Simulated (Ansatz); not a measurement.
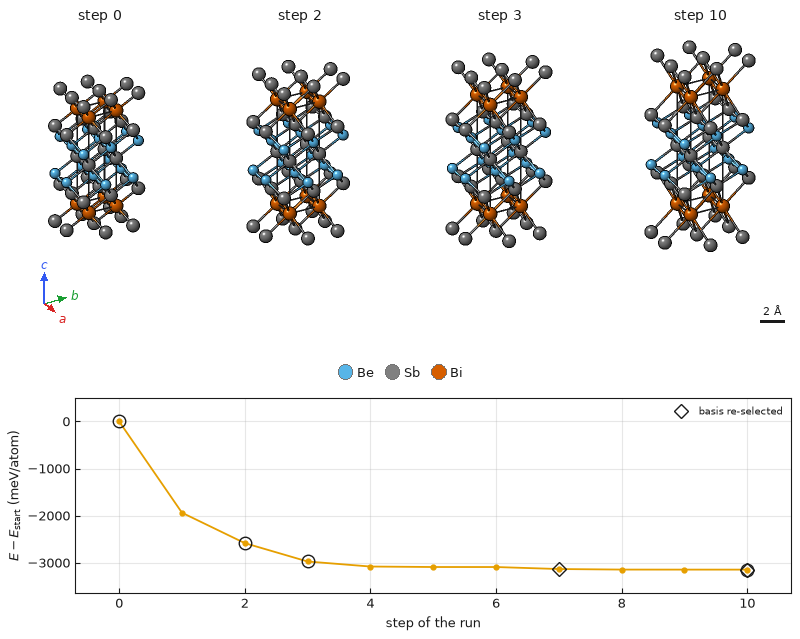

Frames of a relaxation of solid Be2BiSb3 (a generated structure, set up in P-3m1) (coarse preliminary run), marked on the history of the run. A ball-and-stick model of the cell of the calculation, seen slightly off an axis.

These are results of DFT PBE, scalar-relativistic, plane waves, PAW in Ansatz 0.2.0, not measurements. Set-up: plane-wave cutoff 420 eV; k-point mesh 6 × 6 × 2; occupations gaussian; smearing width 0.1 eV; no spin polarisation; cell and atoms relaxed; force threshold 0.04 eV/Å; at most 70 steps.

> What happens along the run?

The largest moves relative to the cell, 0.60 Å, are those of Sb atoms. By element the largest moves are Sb 0.60 Å, Be 0.15 Å. Bi stays in place. The volume changes by +68.2 %, with a = b 3.361 → 3.932 Å (+17.0 %), c 8.233 → 10.122 Å (+22.9 %). Among the contacts that change: Bi–Sb 2.377 → 3.223 Å, Be–Sb 2.377 → 2.741 Å, Be–Sb 2.377 → 2.585 Å. Among the angles between lasting bonds that change: Be–Sb–Bi 180.0° → 163.4°, Sb–Bi–Sb 90.0° → 104.8°, Sb–Bi–Sb 90.0° → 75.2°. The space group stays P-3m1 (No. 164). After 8 accepted moves (10 points after the start) the energy has fallen by 3145 meV per atom. The largest force component goes from 16 to 0.02 eV/Å. The pressure goes from 137.83 to −0.27 GPa. At 2 points the geometry stayed and the basis and grid were re-selected for the new cell (energy shift of 42.4 meV per atom at most each time). The run took 43 s on 1 thread of Intel(R) Xeon(R) Platinum 8259CL CPU @ 2.50GHz (Skylake/Cascade Lake) (shared host), peak memory 0.5 GiB. From step 0 to 2: Sb atoms move most (0.30 Å), volume +27.5 %, energy −2582 meV per atom. From step 2 to 3: Sb atoms move most (0.10 Å), volume +12.2 %, energy −390 meV per atom. From step 3 to 10: Sb atoms move most (0.15 Å), volume +17.6 %, energy −172 meV per atom.

| step | E − E(0), meV/atom | largest force component, eV/Å | pressure, GPa | volume, Å³/atom | note |
| --- | --- | --- | --- | --- | --- |
| 0 | 0.00 | 16.3205 | 137.83 | 13.423 |  |
| 1 | -1936.82 | 6.2941 | 64.04 | 15.464 |  |
| 2 | -2582.38 | 3.2560 | 35.59 | 17.111 |  |
| 3 | -2972.39 | 1.1966 | 14.18 | 19.205 |  |
| 4 | -3079.30 | 0.4085 | 3.10 | 20.879 |  |
| 5 | -3089.45 | 0.0917 | 0.36 | 21.388 |  |
| 6 | -3089.84 | 0.0128 | 0.00 | 21.453 |  |
| 7 | -3132.29 | 0.0064 | 3.52 | 21.453 | same geometry, new basis |
| 8 | -3143.86 | 0.0324 | 0.63 | 22.306 |  |
| 9 | -3144.59 | 0.0197 | -0.25 | 22.583 |  |
| 10 | -3144.85 | 0.0195 | -0.27 | 22.583 | same geometry, new basis |

Limits of the set-up: the k-point mesh is coarse for a cell with partly filled bands.
